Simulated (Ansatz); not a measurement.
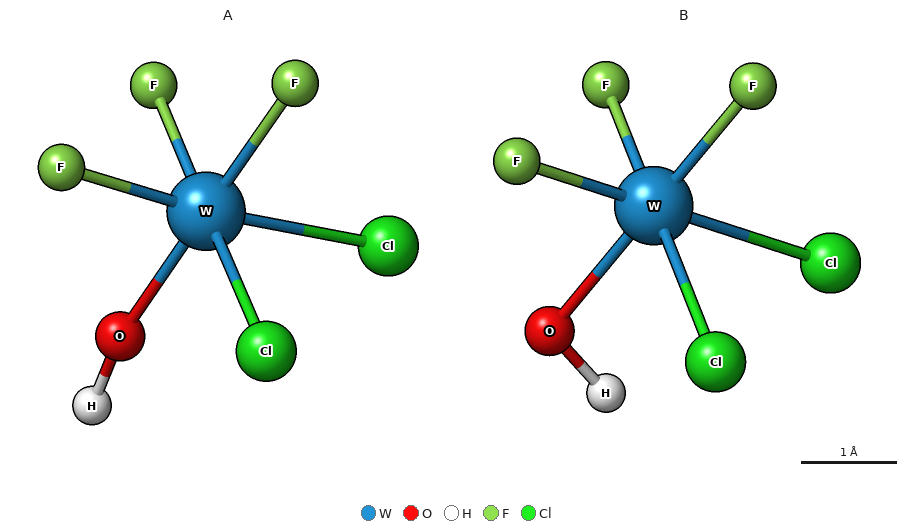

Two geometries of WHOCl2F3, drawn at one scale. One is the start of a relaxation, the other its converged end. A ball-and-stick model, seen from a free direction.

Theory: Ansatz 0.2.0, RKS PBE/def2-SVP. (no spin polarisation; force threshold 0.02 eV/Å; at most 40 steps)

Q: Which of the two is the end point?

A: Structure A is the relaxed one. The run prepares the start of a later molecular dynamics calculation, from a guessed geometry. Over 8 geometry steps the energy falls by 8.26 kcal/mol. Largest force component: 2 eV/Å at the start, 0.011 eV/Å at the end. The largest move after the best rigid fit is that of the H atom, 0.63 Å. Largest moves by element: H 0.63 Å, O 0.29 Å, Cl 0.26 Å, W 0.11 Å, F 0.09 Å. Among the contacts that change: O–W 1.940 → 1.849 Å, Cl–W 2.390 → 2.315 Å, H–O 1.010 → 0.971 Å, F–W 1.850 → 1.881 Å. Bond angles that change, for instance: W–O–H 109.5° → 168.3°, F–W–Cl 180.0° → 174.2°, F–W–Cl 180.0° → 174.9°.
